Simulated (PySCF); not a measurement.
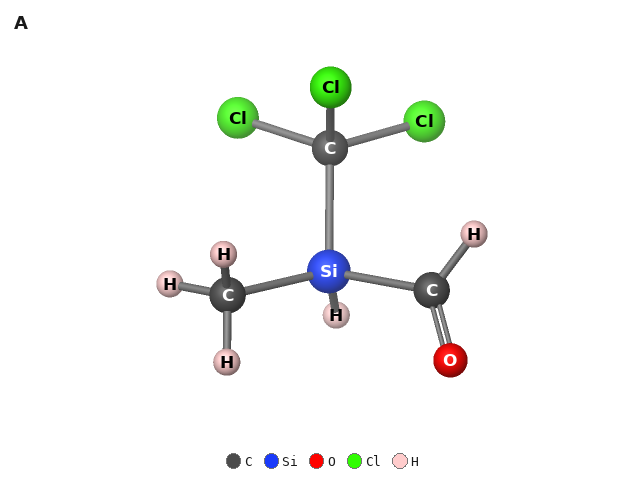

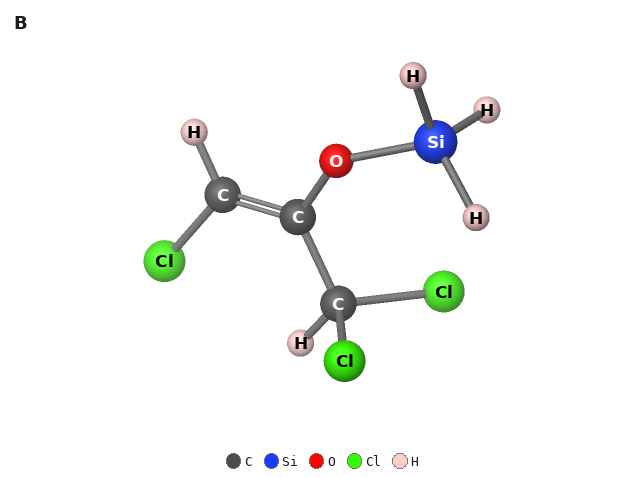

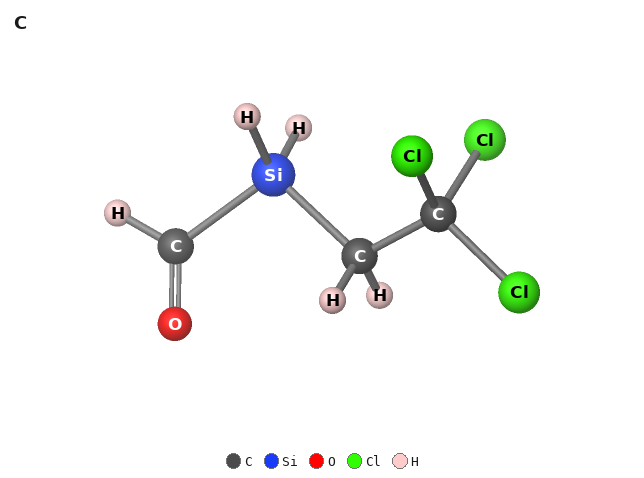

3 stationary structures of one formula. Geometries: GFN2-xTB. Electronic energies: PBE0/pcSseg-1 (PySCF 2.14.0), without zero-point energy. No frequency run is at hand to confirm each as a minimum. Each is one conformer, not always the lowest.

Are they conformers, stereoisomers or constitutional isomers?

Answer. They are constitutional isomers of C3H5Cl3OSi: A `C[Si@H](C=O)C(Cl)(Cl)Cl`, B `[SiH3]O/C(=C/Cl)C(Cl)Cl`, C `O=C[SiH2]CC(Cl)(Cl)Cl`.

Which is lowest in energy, and by how much?

Answer. B is lowest; A lies 5.0 kcal/mol above it, C lies 12.1 kcal/mol above it.

The geometry is semi-empirical. Around Si such bond lengths and angles can be off by a tenth of an ångström or more and by several degrees, and values that hang on the shape move with them.
